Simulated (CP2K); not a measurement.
# Two attempts at P2H2 (SMILES [H]/P=P/[H])

Wanted: energy and gradient of P2H2, GFN1-xTB.

Program for the calculation: CP2K 2026.2.

1 further run of the same task is left out (set aside as unsound or not needed).

## 1. Starting point

The species is P2H2 (4 atoms), meant as a singlet with charge 0. As SMILES, `[H]/P=P/[H]`. Geometry: relaxed at GFN2-xTB.

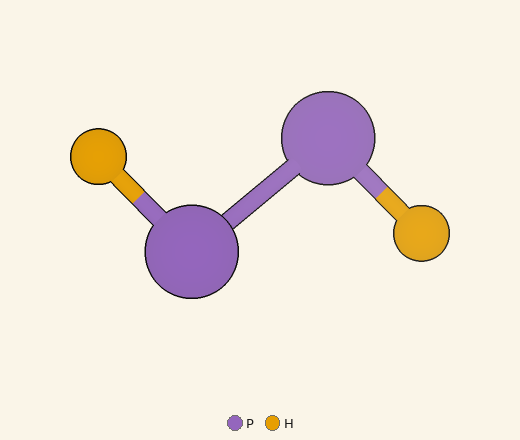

The structure, seen from a chosen angle (phosphorus purple, hydrogen amber).

## 2. The input as first written

Input file calc.inp:

```
&GLOBAL
   PROJECT calc
   RUN_TYPE FREQ
   PRINT_LEVEL MEDIUM
&END GLOBAL

&FORCE_EVAL
   METHOD Quickstep
   &DFT
      CHARGE 0
      MULTIPLICITY 1
      &QS
         METHOD XTB
         EPS_DEFAULT 1.0E-10
         &XTB
            GFN_TYPE 1
            CHECK_ATOMIC_CHARGES F
         &END XTB
      &END QS
      &POISSON
         PERIODIC NONE
         POISSON_SOLVER ANALYTIC
      &END POISSON
      &SCF
         SCF_GUESS ATOMIC
         EPS_SCF 1.0E-06
         MAX_SCF 50
         &OT ON
            MINIMIZER CG
            PRECONDITIONER FULL_SINGLE_INVERSE
         &END OT
         &OUTER_SCF
            EPS_SCF 1.0E-06
            MAX_SCF 8
         &END OUTER_SCF
      &END SCF
      &PRINT
         &MOMENTS
            PERIODIC F
            REFERENCE COM
            MAX_MOMENT 1
         &END MOMENTS
         &MO_CUBES
            NLUMO 3
            NHOMO -1
            WRITE_CUBE F
         &END MO_CUBES
         &HIRSHFELD OFF
         &END HIRSHFELD
      &END PRINT
   &END DFT
   &SUBSYS
      &CELL
         ABC [angstrom] 18.1 18.1 18
         PERIODIC NONE
      &END CELL
      &COORD
         P     -0.024370    -1.003630     0.088350
         P      0.024420     1.003540    -0.088260
         H      1.037260    -1.067570     1.003320
         H     -1.037310     1.067660    -1.003410
      &END COORD
      &TOPOLOGY
         &CENTER_COORDINATES
         &END CENTER_COORDINATES
      &END TOPOLOGY
   &END SUBSYS
   &PRINT
      &FORCES ON
      &END FORCES
   &END PRINT
&END FORCE_EVAL
```

The run is started by

```bash
OMP_NUM_THREADS=1 cp2k.psmp -i calc.inp > calc.out 2>&1
```

What it wrote:

```text
*******************************************************************************
 *   ___                                                                       *
 *  /   \                                                                      *
 * [ABORT]                                                                     *
 *  \___/                   invalid value for enumeration:FREQ                 *
 *    |                                                                        *
 *  O/|                                                                        *
 * /| |                                                                        *
 * / \                                     input/input_enumeration_types.F:215 *
 *******************************************************************************

 ===== Routine Calling Stack =====

            4 val_create_parsing
            3 section_vals_parse
            2 section_vals_parse
            1 read_input

Program received signal SIGABRT: Process abort signal.

Backtrace for this error:
#0  0x4a0da45ef957 in ???
#1  0x4a0dc4ea4cac in __pthread_kill_implementation
#2  0x4a0dc4e4bfb7 in raise
#3  0x4a0dc4e35d37 in abort
#4  0x4a0da4cc2d83 in ???
#5  0x4a0da4cc4297 in ???
#6  0x4a0da4cc4497 in ???
#7  0x4a0da4e2226f in ???
#8  0x4a0da4e3183b in ???
#9  0x4a0da4e3367b in ???
#10  0x4a0da4e338f7 in ???
#11  0x4a0da4709807 in ???
#12  0x4a0da4f74e8b in ???
#13  0x4a0da4f79d0b in ???
#14  0x4a0da4690db3 in ???
#15  0x4a0da468ef13 in ???
#16  0x4a0dc4e36573 in __libc_start_call_main
#17  0x4a0dc4e36657 in __libc_start_main_impl
#18  0x4a0da468f06f in ???
#19  0xffffffffffffffff in ???
```

It took 0.34 s on 1 thread of Arm Neoverse N1, shared host; peak memory 0.13 GiB.

## 3. Reading the log

The input was rejected.

The telling line is `\___/                   invalid value for enumeration:FREQ`. What is wrong: unknown run type.

## 4. Try two

Input file calc.inp:

```
&GLOBAL
  PROJECT calc
  RUN_TYPE ENERGY_FORCE
  PRINT_LEVEL MEDIUM
&END GLOBAL
&FORCE_EVAL
  METHOD QUICKSTEP
  &DFT
    &QS
      METHOD XTB
      EPS_DEFAULT 1.0E-10
      &XTB
        GFN_TYPE 1
        CHECK_ATOMIC_CHARGES F
      &END XTB
    &END QS
    &POISSON
      PERIODIC NONE
      POISSON_SOLVER ANALYTIC
    &END POISSON
    &SCF
      SCF_GUESS ATOMIC
      EPS_SCF 1.0E-06
      MAX_SCF 50
      &OT
        MINIMIZER CG
        PRECONDITIONER FULL_SINGLE_INVERSE
      &END OT
      &OUTER_SCF
        EPS_SCF 1.0E-06
        MAX_SCF 8
      &END OUTER_SCF
    &END SCF
    &PRINT
      &MOMENTS
        PERIODIC F
        REFERENCE COM
        MAX_MOMENT 1
      &END MOMENTS
      &MO_CUBES
        NLUMO 3
        NHOMO -1
        WRITE_CUBE F
      &END MO_CUBES
      &HIRSHFELD OFF
      &END HIRSHFELD
    &END PRINT
  &END DFT
  &SUBSYS
    &CELL
      ABC 18.1 18.1 18
      PERIODIC NONE
    &END CELL
    &COORD
      P     -0.024370    -1.003630     0.088350
      P      0.024420     1.003540    -0.088260
      H      1.037260    -1.067570     1.003320
      H     -1.037310     1.067660    -1.003410
    &END COORD
    &TOPOLOGY
      &CENTER_COORDINATES
      &END CENTER_COORDINATES
    &END TOPOLOGY
  &END SUBSYS
  &PRINT
    &FORCES ON
    &END FORCES
  &END PRINT
&END FORCE_EVAL
```

The run is started by

```bash
OMP_NUM_THREADS=1 cp2k.psmp -i calc.inp > calc.out 2>&1
```

What it wrote:

```text
CP2K| version string:                                       CP2K version 2026.2
[...]
 GLOBAL| Method name                                                        CP2K
[...]
 GLOBAL| Run type                                                   ENERGY_FORCE
[...]
                             - Atoms:                                          4
[...]
                             - Spherical basis functions:                     22
[...]
 Number of electrons:                                                         12
[...]
     1 OT CG       0.80E-01    0.0     0.00041589        -6.2979198208 -6.30E+00
[...]
     7 OT CG       0.17E+00    0.0     0.00000035        -6.2979219522 -5.37E-11
  *** SCF run converged in     7 steps ***
[...]
 TB_DIPOLE| Moment [Debye]          0.00021982      -0.00008282       0.00019210
 TB_DIPOLE| Derivative [a.u.]       0.00000000       0.00000000       0.00000000
[...]
 ENERGY| Total FORCE_EVAL ( QS ) energy [hartree]             -6.297921952180960
 FORCES| Atomic forces [hartree/bohr]
 FORCES|   Atom     x               y               z               |f|
 FORCES|      1 -1.51606994E-03  6.43876554E-03 -1.99838757E-03   6.91011741E-03
 FORCES|      2  1.46348407E-03 -6.43043930E-03  1.95005977E-03   6.87714100E-03
 FORCES|      3  2.49976207E-03 -9.57277344E-04  2.24349472E-03   3.49262922E-03
 FORCES|      4 -2.44717620E-03  9.48951105E-04 -2.19516693E-03   3.42168634E-03
 FORCES| Sum     0.00000000E+00  1.42138905E-16 -1.73472348E-18
 FORCES| Total atomic force                                       1.42149490E-16
[...]
```

It took 0.63 s on 1 thread of Arm Neoverse N1, shared host; peak memory 0.15 GiB.

## 5. Outcome

Level: GFN1-xTB.

```
                                 quantity         value
                             total energy   -6.29792 Eh
dipole moment (from atomic charges alone)        0.00 D
                              HOMO energy     -10.77 eV
                        dispersion energy  -2.89 kJ/mol
                 largest force on an atom    0.355 eV/Å
```

What this shows: The largest force is 0.36 eV/Å: the shape isn't a stationary point for this species at this level.
